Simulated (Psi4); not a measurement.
Run report: SnCl$_{2}$, geometry relaxation (part 2 of 2)

SnCl$_{2}$, SMILES [Cl][Sn][Cl]; PBEh-3c/def2-mSVP, RKS, core potentials def2 (Psi4 1.11). The geometry comes from this level: PBE0-D4/def2-TZVP.

Geometry of the input (Å):
```
Cl 1.1542  1.2207  0.7560
Sn -0.7969  0.5189  -0.3766
Cl -0.3682  -1.8045  -0.3926
```

## What the program printed, continued
```
    J tasked:                   Yes
    K tasked:                   Yes
    wK tasked:                   No
    Memory [MiB]:              1057
    Algorithm:                 Core
    Schwarz Cutoff:           1E-12
    Mask sparsity (%):       2.5494
    Fitting Condition:        1E-10

   => Auxiliary Basis Set <=

  Basis Set: (DEF2-MSVP AUX)
    Blend: DEF2-UNIVERSAL-JKFIT
    Number of shells: 122
    Number of basis functions: 474
    Number of Cartesian functions: 619
    Spherical Harmonics?: true
    Max angular momentum: 5

  Cached 100.0% of DFT collocation blocks in 0.085 [GiB].

  Minimum eigenvalue in the overlap matrix is 2.9271405033E-02.
  Reciprocal condition number of the overlap matrix is 9.0165713510E-03.
    Using symmetric orthogonalization.

  ==> Pre-Iterations <==

  SCF Guess: Orbitals guess was supplied from a previous computation.

   -------------------------------------------------------
    Irrep   Nso     Nmo     Nalpha   Nbeta   Ndocc  Nsocc
   -------------------------------------------------------
     A'        44      44      21      21      21       0
     A"        18      18       7       7       7       0
   -------------------------------------------------------
    Total      62      62      28      28      28       0
   -------------------------------------------------------

  ==> Iterations <==

                           Total Energy        Delta E     RMS |[F,P]|

   @DF-RKS iter   0: -1133.83659414827343   -1.13384e+03   6.00497e-04
   @DF-RKS iter   1: -1133.84341229178676   -6.81814e-03   8.36090e-05 DIIS
   @DF-RKS iter   2: -1133.84341778997373   -5.49819e-06   6.48341e-05 DIIS
   @DF-RKS iter   3: -1133.84342332664710   -5.53667e-06   9.02699e-06 DIIS
   @DF-RKS iter   4: -1133.84342342997797   -1.03331e-07   2.12539e-06 DIIS
   @DF-RKS iter   5: -1133.84342343687308   -6.89511e-09   1.93837e-07 DIIS
   @DF-RKS iter   6: -1133.84342343696812   -9.50422e-11   3.27278e-08 DIIS
   @DF-RKS iter   7: -1133.84342343697153   -3.41061e-12   8.09720e-09 DIIS
  Energy and wave function converged.

  ==> Post-Iterations <==

   Electrons on quadrature grid:
      Ntotal   =   56.0000057528 ; deviation = 5.753e-06

    Final Occupation by Irrep:
             Ap   App
    DOCC [    21,    7 ]
    NA   [    21,    7 ]
    NB   [    21,    7 ]

  @DF-RKS Final Energy: -1133.84342343697153

   => Energetics <=

    Nuclear Repulsion Energy =            209.1491041351694093
    One-Electron Energy =               -2064.8389578090118448
    Two-Electron Energy =                 765.4531087883356122
    DFT Exchange-Correlation Energy =     -43.6072738241848015
    Empirical Dispersion Energy =           0.0005952727202130
    VV10 Nonlocal Energy =                  0.0000000000000000
    Total Energy =                      -1133.8434234369715341

Computation Completed

Properties will be evaluated at   0.000000,   0.000000,   0.000000 [a0]

Properties computed using the SCF density matrix

 Multipole Moments:

 ------------------------------------------------------------------------------------
     Multipole            Electronic (a.u.)      Nuclear  (a.u.)        Total (a.u.)
 ------------------------------------------------------------------------------------

 L = 1.  Multiply by 2.5417464519 to convert [e a0] to [Debye]
 Dipole X            :        -34.3897962           33.2598488           -1.1299475
 Dipole Y            :         21.3431001          -20.6418323            0.7012678
 Dipole Z            :          0.0000000            0.0000000            0.0000000
 Magnitude           :                                                    1.3298714

 ------------------------------------------------------------------------------------

	total time  =          2 seconds =       0.03 minutes

         ------------------------------------------------------------
                                   SCF GRAD
         ------------------------------------------------------------

  ==> Geometry <==

    Molecular point group: cs
    Full point group: Cs

    Geometry (in Angstrom), charge = 0, multiplicity = 1:

       Center              X                  Y                   Z               Mass
    ------------   -----------------  -----------------  -----------------  -----------------
         CL           1.780622457918     1.013310676153     0.000000000000    34.968852682000
         SN          -0.484990694803     0.300996455488     0.000000000000   119.902201630000
         CL          -0.117672500544    -2.045375926449     0.000000000000    34.968852682000

  Nuclear repulsion =  209.149104135169409

   => Molecular Quadrature <=

    Radial Scheme          =       TREUTLER
    Pruning Scheme         =           NONE
    Nuclear Scheme         =       TREUTLER

    Blocking Scheme        =         OCTREE
    BS radius alpha        =              1
    Pruning alpha          =              1
    Radial Points          =             75
    Spherical Points       =            302
    Total Points           =          63117
    Total Blocks           =            562
    Max Points             =            255
    Max Functions          =             60
    Weights Tolerance      =       1.00E-15

  -Total Gradient:
     Atom            X                  Y                   Z
    ------   -----------------  -----------------  -----------------
       1        0.000547775368     0.000056899089     0.000000000000
       2       -0.000664917446     0.000412281324     0.000000000000
       3        0.000192115185    -0.000515706485     0.000000000000

	total time  =          1 seconds =       0.02 minutes

    			-----------------------------------------

    			 OPTKING 3.0: for geometry optimizations

    			        with contributions from

    			-----------------------------------------

	                            ===> Fragment 1 <==

	 Z (Atomic Numbers)          Masses                          Geom
	      17.000000            34.968853          3.36488878  1.91487966  0.00000000
	      50.000000            119.902202        -0.91649959  0.56880087  0.00000000
	      17.000000            34.968853         -0.22236880 -3.86520032  0.00000000

	 - Coordinate -           - BOHR/RAD -       - ANG/DEG -
	 R(1,2)           =         4.488008           2.374951
	 R(2,3)           =         4.488004           2.374950
	 B(1,2,3)         =         1.720126          98.555988

	        --- Internal Coordinate Step in ANG or DEG, aJ/ANG or AJ/DEG ---
	-------------------------------------------------------------------------------
	           Coordinate      Previous         Force          Change          New
	           ----------      --------        ------          ------        ------
	               R(1,2)       2.37495       -0.00429       -0.00180       2.37315
	               R(2,3)       2.37495       -0.00428       -0.00180       2.37315
	             B(1,2,3)      98.55599        0.00003        0.07864      98.63463
	-------------------------------------------------------------------------------

	                                 ==> Convergence Check <==

	Measures of convergence in internal coordinates in au.

	Criteria marked as inactive (o), active & met (*), and active & unmet ( ).

	----------------------------------------------------------------------------------------------
	   Step    Total Energy     Delta E     Max Force     RMS Force      Max Disp      RMS Disp
	----------------------------------------------------------------------------------------------
	  Convergence Criteria     1.00e-06 *    3.00e-04 *             o    1.20e-03 *             o
	----------------------------------------------------------------------------------------------
	     2   -1133.84342344   -4.92e-05      5.20e-04      4.82e-04 o    3.40e-03      2.89e-03 o  ~
	----------------------------------------------------------------------------------------------

Next Geometry in Ang
	Fragment 1 (Ang)

	   Cl   1.7797807245   1.0134774838   0.0000000000
	   Sn  -0.4836259588   0.3001499686   0.0000000000
	   Cl  -0.1181955031  -2.0446962472   0.0000000000

    Structure for next step:
    Molecular point group: cs
    Full point group: Cs

    Geometry (in Angstrom), charge = 0, multiplicity = 1:

    CL           1.779170148985     1.013856197479     0.000000000000
    SN          -0.484236534310     0.300528682255     0.000000000000
    CL          -0.118806078666    -2.044317533544     0.000000000000

gradient() will perform analytic gradient computation.

  ==> Geometry <==

    Molecular point group: cs
    Full point group: Cs

    Geometry (in Angstrom), charge = 0, multiplicity = 1:

       Center              X                  Y                   Z               Mass
    ------------   -----------------  -----------------  -----------------  -----------------
         CL           1.779170148985     1.013856197479     0.000000000000    34.968852682000
         SN          -0.484236534310     0.300528682255     0.000000000000   119.902201630000
         CL          -0.118806078666    -2.044317533544     0.000000000000    34.968852682000

  Running in cs symmetry.

  Rotational constants: A =      0.15947  B =      0.07442  C =      0.05074 [cm^-1]
  Rotational constants: A =   4780.73347  B =   2231.19280  C =   1521.22793 [MHz]
  Nuclear repulsion =  209.282632115961803

  Charge       = 0
  Multiplicity = 1
  Electrons    = 56
  Nalpha       = 28
  Nbeta        = 28

   => Auxiliary Basis Set <=

  Basis Set: (DEF2-MSVP AUX)
    Blend: DEF2-UNIVERSAL-JKFIT
    Number of shells: 122
    Number of basis functions: 474
    Number of Cartesian functions: 619
    Spherical Harmonics?: true
    Max angular momentum: 5

  Cached 100.0% of DFT collocation blocks in 0.085 [GiB].

  Minimum eigenvalue in the overlap matrix is 2.9230589261E-02.
  Reciprocal condition number of the overlap matrix is 9.0000780025E-03.
    Using symmetric orthogonalization.

  ==> Iterations <==

                           Total Energy        Delta E     RMS |[F,P]|

   @DF-RKS iter   0: -1133.84442830740204   -1.13384e+03   9.01554e-05
   @DF-RKS iter   1: -1133.84342548309110    1.00282e-03   1.22417e-05 DIIS
   @DF-RKS iter   2: -1133.84342560419054   -1.21099e-07   1.00269e-05 DIIS
   @DF-RKS iter   3: -1133.84342573913591   -1.34945e-07   1.39874e-06 DIIS
   @DF-RKS iter   4: -1133.84342574165476   -2.51885e-09   3.43818e-07 DIIS
   @DF-RKS iter   5: -1133.84342574186871   -2.13959e-10   5.21008e-08 DIIS
   @DF-RKS iter   6: -1133.84342574187622   -7.50333e-12   8.98455e-09 DIIS
  Energy and wave function converged.

  ==> Post-Iterations <==

   Electrons on quadrature grid:
      Ntotal   =   56.0000053951 ; deviation = 5.395e-06

    Orbital Energies [Eh]
    ---------------------

    Doubly Occupied:

       1Ap  -102.281602     2Ap  -102.281561     3Ap    -9.748235
       4Ap    -9.748218     5Ap    -7.432955     6Ap    -7.432952
       1App   -7.429506     2App   -7.429501     7Ap    -7.428415
       8Ap    -7.428408     9Ap    -5.368791     3App   -3.672676
      10Ap    -3.667454    11Ap    -3.664541    12Ap    -1.171503
       4App   -1.168434    13Ap    -1.167436     5App   -1.165677
      14Ap    -1.160952    15Ap    -0.888662    16Ap    -0.870211
      17Ap    -0.540963    18Ap    -0.414680    19Ap    -0.385062
       6App   -0.380946     7App   -0.361342    20Ap    -0.351995
      21Ap    -0.321126

    Virtual:

       8App   -0.100206    22Ap    -0.010501    23Ap     0.000417
      24Ap     0.152489    25Ap     0.233084    26Ap     0.233528
       9App    0.237711    10App    0.332576    11App    0.339529
      27Ap     0.343317    28Ap     0.408894    29Ap     0.486308
      30Ap     0.636698    31Ap     0.698360    32Ap     0.834338
      12App    0.846676    13App    0.847352    33Ap     0.848355
      34Ap     0.851124    14App    0.871455    15App    0.874062
      35Ap     0.881491    36Ap     0.885794    37Ap     0.945661
      16App    0.994611    38Ap     1.019307    17App    1.030766
      39Ap     1.064954    40Ap     1.287716    41Ap     1.308414
      18App   14.465035    42Ap    14.770412    43Ap    14.961867
      44Ap    51.742617

    Final Occupation by Irrep:
             Ap   App
    DOCC [    21,    7 ]
    NA   [    21,    7 ]
    NB   [    21,    7 ]

  @DF-RKS Final Energy: -1133.84342574187622

   => Energetics <=

    Nuclear Repulsion Energy =            209.2826321159618033
    One-Electron Energy =               -2065.1029126661937880
    Two-Electron Energy =                 765.5839725914167957
    DFT Exchange-Correlation Energy =     -43.6077167969288766
    Empirical Dispersion Energy =           0.0005990138676419
    VV10 Nonlocal Energy =                  0.0000000000000000
    Total Energy =                      -1133.8434257418762172

Computation Completed

Properties will be evaluated at   0.000000,   0.000000,   0.000000 [a0]

Properties computed using the SCF density matrix

 Multipole Moments:

 ------------------------------------------------------------------------------------
     Multipole            Electronic (a.u.)      Nuclear  (a.u.)        Total (a.u.)
 ------------------------------------------------------------------------------------

 L = 1.  Multiply by 2.5417464519 to convert [e a0] to [Debye]
 Dipole X            :        -34.3322061           33.2081297           -1.1240764
 Dipole Y            :         21.3073805          -20.6097532            0.6976273
 Dipole Z            :          0.0000000            0.0000000            0.0000000
 Magnitude           :                                                    1.3229633

 ------------------------------------------------------------------------------------

	total time  =          2 seconds =       0.03 minutes

         ------------------------------------------------------------
                                   SCF GRAD
         ------------------------------------------------------------

  ==> Geometry <==

    Molecular point group: cs
    Full point group: Cs

    Geometry (in Angstrom), charge = 0, multiplicity = 1:

       Center              X                  Y                   Z               Mass
    ------------   -----------------  -----------------  -----------------  -----------------
         CL           1.779170148985     1.013856197479     0.000000000000    34.968852682000
         SN          -0.484236534310     0.300528682255     0.000000000000   119.902201630000
         CL          -0.118806078666    -2.044317533544     0.000000000000    34.968852682000

  Nuclear repulsion =  209.282632115961803

   => Molecular Quadrature <=

    Radial Scheme          =       TREUTLER
    Pruning Scheme         =           NONE
    Nuclear Scheme         =       TREUTLER

    Blocking Scheme        =         OCTREE
    BS radius alpha        =              1
    Pruning alpha          =              1
    Radial Points          =             75
    Spherical Points       =            302
    Total Points           =          63117
    Total Blocks           =            562
    Max Points             =            255
    Max Functions          =             60
    Weights Tolerance      =       1.00E-15

  -Total Gradient:
     Atom            X                  Y                   Z
    ------   -----------------  -----------------  -----------------
       1        0.000059578665    -0.000043118576     0.000000000000
       2       -0.000042897532     0.000026503980     0.000000000000
       3        0.000065073604    -0.000034122983     0.000000000000

	total time  =          1 seconds =       0.02 minutes

    			-----------------------------------------

    			 OPTKING 3.0: for geometry optimizations

    			        with contributions from

    			-----------------------------------------

	                            ===> Fragment 1 <==

	 Z (Atomic Numbers)          Masses                          Geom
	      17.000000            34.968853          3.36214431  1.91591054  0.00000000
	      50.000000            119.902202        -0.91507443  0.56791690  0.00000000
	      17.000000            34.968853         -0.22451095 -3.86320025  0.00000000

	 - Coordinate -           - BOHR/RAD -       - ANG/DEG -
	 R(1,2)           =         4.484606           2.373151
	 R(2,3)           =         4.484604           2.373150
	 B(1,2,3)         =         1.721499          98.634633

	        --- Internal Coordinate Step in ANG or DEG, aJ/ANG or AJ/DEG ---
	-------------------------------------------------------------------------------
	           Coordinate      Previous         Force          Change          New
	           ----------      --------        ------          ------        ------
	               R(1,2)       2.37315       -0.00019       -0.00006       2.37309
	               R(2,3)       2.37315       -0.00019       -0.00006       2.37309
	             B(1,2,3)      98.63463        0.00001        0.04183      98.67647
	-------------------------------------------------------------------------------

	                                 ==> Convergence Check <==

	Measures of convergence in internal coordinates in au.

	Criteria marked as inactive (o), active & met (*), and active & unmet ( ).

	----------------------------------------------------------------------------------------------
	   Step    Total Energy     Delta E     Max Force     RMS Force      Max Disp      RMS Disp
	----------------------------------------------------------------------------------------------
	  Convergence Criteria     1.00e-06 *    3.00e-04 *             o    1.20e-03 *             o
	----------------------------------------------------------------------------------------------
	     3   -1133.84342574   -2.30e-06      1.56e-04 *    9.18e-05 o    7.30e-04 *    4.32e-04 o  ~
	----------------------------------------------------------------------------------------------

Next Geometry in Ang
	Fragment 1 (Ang)

	   Cl   1.7792466199   1.0144196159   0.0000000000
	   Sn  -0.4838421009   0.3002840610   0.0000000000
	   Cl  -0.1192769829  -2.0446363308   0.0000000000

    Final optimized geometry and variables:
    Molecular point group: cs
    Full point group: Cs

    Geometry (in Angstrom), charge = 0, multiplicity = 1:

    CL           1.779170148985     1.013856197479     0.000000000000
    SN          -0.484236534310     0.300528682255     0.000000000000
    CL          -0.118806078666    -2.044317533544     0.000000000000

[set-up sections that repeat, and orbital energies of the middle runs, are left out above]
```

## Standard output
```
Optimizer: Optimization complete!
pbeh-3c energy: -1133.8434257419 Eh
```

## Trajectory as extended XYZ (Å, eV, eV/Å), 3 frames, from step=0 to step=2
```
3
Properties=species:S:1:pos:R:3:forces:R:3 step=0 energy=-30853.45000
Cl    1.1542    1.2207    0.7560    0.1207   0.0545   0.0712
Sn   -0.7969    0.5189   -0.3766   -0.1416   0.0962  -0.0665
Cl   -0.3682   -1.8045   -0.3926    0.0182  -0.1487  -0.0061
3
Properties=species:S:1:pos:R:3:forces:R:3 step=1 energy=-30853.45134
Cl    1.1617    1.2291    0.7610   -0.0246  -0.0029  -0.0137
Sn   -0.7983    0.5199   -0.3773    0.0310  -0.0211   0.0146
Cl   -0.3708   -1.8162   -0.3953   -0.0099   0.0264  -0.0025
3
Properties=species:S:1:pos:R:3:forces:R:3 step=2 energy=-30853.45140
Cl    1.1604    1.2296    0.7603   -0.0028   0.0022  -0.0013
Sn   -0.7977    0.5194   -0.3770    0.0020  -0.0014   0.0009
Cl   -0.3718   -1.8152   -0.3957   -0.0030   0.0018  -0.0014
```

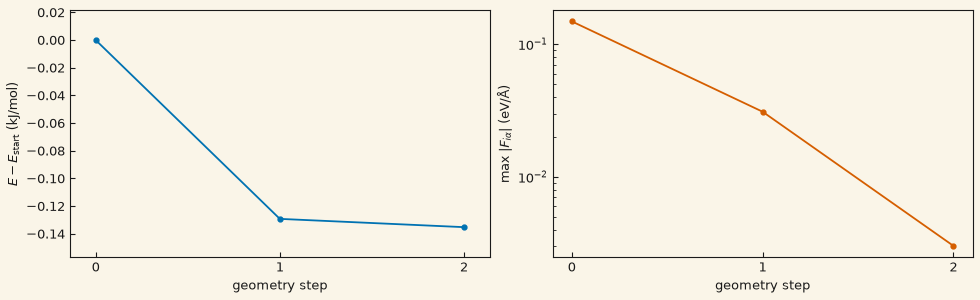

*Progress of the relaxation, step by step (steps are counted from 0).*

The largest moves after the best rigid fit, 0.012 Å, are those of Cl1 and Cl3. Largest moves by element: Cl 0.012 Å, Sn 0.002 Å. Distances before and after: Cl1–Sn2 2.363 → 2.373 Å. Over 2 geometry steps the energy falls by 0.14 kJ/mol. Largest force component: 0.15 eV/Å at the start, 0.003 eV/Å at the end. (Atoms are counted from 1 in the order of the input.)

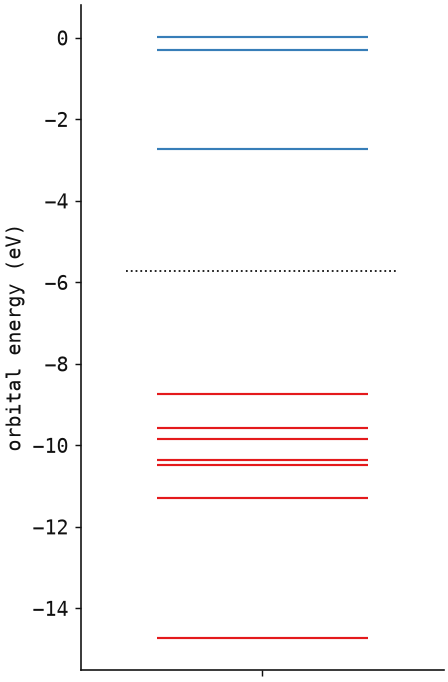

*Orbital energies near the frontier; the dotted line parts filled from empty levels, and levels within 0.02 eV of each other stand side by side.*

Highest filled −8.74 eV, lowest empty −2.73 eV, 6.01 eV apart.
